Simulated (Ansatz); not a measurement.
A series of calculations on CH$_{3}$S$_{2}$

Part 1: Relaxation

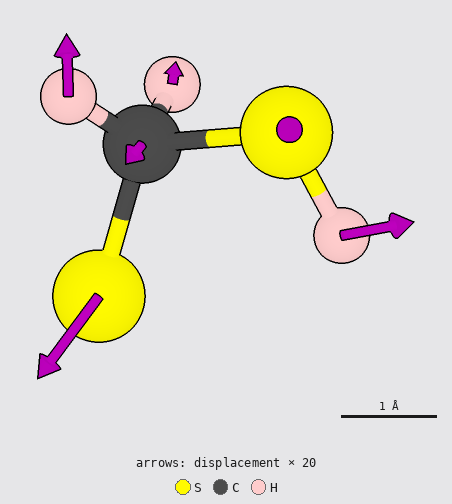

This is a relaxation of CH$_{3}$S$_{2}$ (charge −1). The starting structure is drawn; purple arrows show the displacements, 20 times their true length. The two geometries are superimposed by the best rigid fit.

A ball-and-stick model, seen at a tilt.

The run prepares an end point of a later path (torsion) calculation, from a guessed geometry.

Computed with RKS PBE-D4/6-31G* in Ansatz. Settings: no spin polarisation; force threshold 0.015 eV/Å; at most 40 steps.

Describe the change and its energy.

Answer. The energy falls by 0.066 eV in 6 geometry steps. Largest force component: 0.91 eV/Å at the start, 0.0019 eV/Å at the end. The atom that moves furthest after the best rigid fit is an S atom (0.056 Å). By element the largest moves are S 0.056 Å, H 0.043 Å, C 0.016 Å. Near-neighbour distances that change, for instance: C–S 1.936 → 1.979 Å, C–S 1.738 → 1.777 Å, H–S 1.323 → 1.360 Å, C–H 1.093 → 1.108 Å. Bond angles that change, for instance: H–C–H 110.4° → 107.9°.

Limits of the set-up: the basis has no diffuse functions, which an anion needs.

Part 2: Relaxation

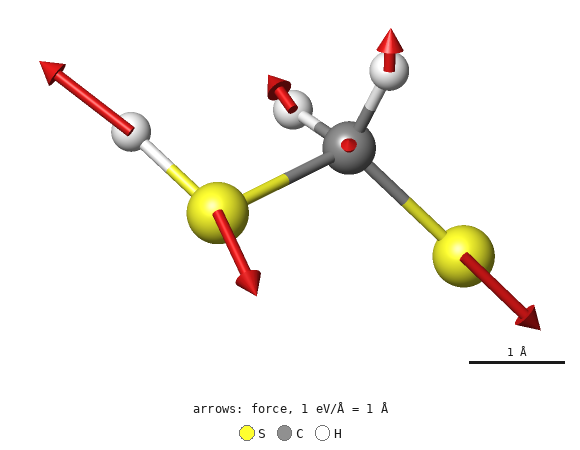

Starting geometry of CH₃S₂ (charge −1) with the computed forces as red arrows. A ball-and-stick model, seen from a free direction.

The run prepares an end point of a later path (torsion) calculation, from a guessed geometry.

Computed with RKS PBE-D4/6-31G* in Ansatz 0.2.0. Settings: no spin polarisation; force threshold 0.015 eV/Å; at most 40 steps.

### What follows when this structure is relaxed?

It isn't relaxed: the largest force vector, on an H atom, is 1.24 eV/Å. The final displacements have little in common with the starting forces (cosine between the two patterns 0.05). The atom that moves furthest after the best rigid fit is an H atom (0.36 Å). By element the largest moves are H 0.36 Å, S 0.26 Å, C 0.06 Å. Near-neighbour distances that change, for instance: H–S 1.323 → 1.380 Å, C–S 1.738 → 1.781 Å, C–S 1.936 → 1.952 Å, C–H 1.093 → 1.107 Å. Bond angles that change, for instance: C–S–H 93.8° → 100.3°, S–C–S 116.3° → 112.2°. Groups turn about C–S by about 30°. After 5 accepted moves (6 points after the start) the energy has fallen by 0.122 eV. The largest force component goes from 0.97 to 0.0093 eV/Å. The line search rejected the trial step at point 2 of the run. Cost: 9.8 s on 1 thread of Arm Neoverse V2 (shared host), peak memory 0.1 GiB.

Limits of the set-up: the basis has no diffuse functions, which an anion needs.

Part 3: Path

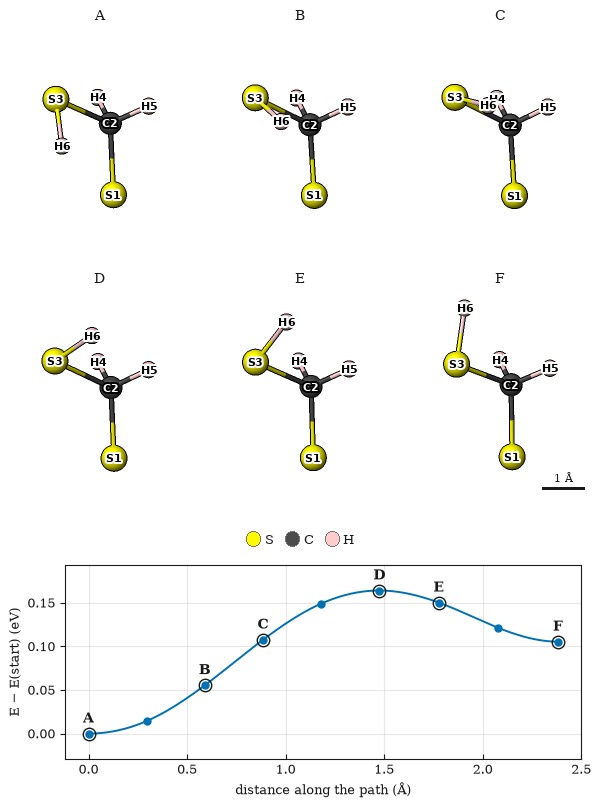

NEB run on CH3S2 (charge −1). Images are numbered from 0 (start) to 8 (end). Frames A to F are images 0, 2, 3, 5, 6, 8. A ball-and-stick model, seen from a free direction.

All numbers below come from RKS PBE-D4/6-31G* (Ansatz). Settings: 7 movable images; climbing image; force threshold 0.03 eV/Å; iteration limit 60; starting path through a guess of the saddle point.

**Read off the barrier and say what moves.**

The motion is a rotation about the C2–S3 bond by about 145°. No bond forms or breaks between the ends. Among the angles between lasting bonds that change up to the highest image: C2–S3–H6 92.4° → 96.3°, S3–C2–H5 101.8° → 99.0°. The highest point, image 5, lies 0.164 eV above the start and 0.059 eV above the end; the end is at +0.105 eV relative to the start. The band converged in 8 iterations, with a climbing image at the top.

Limits of the set-up: the basis has no diffuse functions, which an anion needs.

Cost: 73 s on 1 thread of Arm Neoverse V2, on a shared host, peak memory 0.1 GiB.
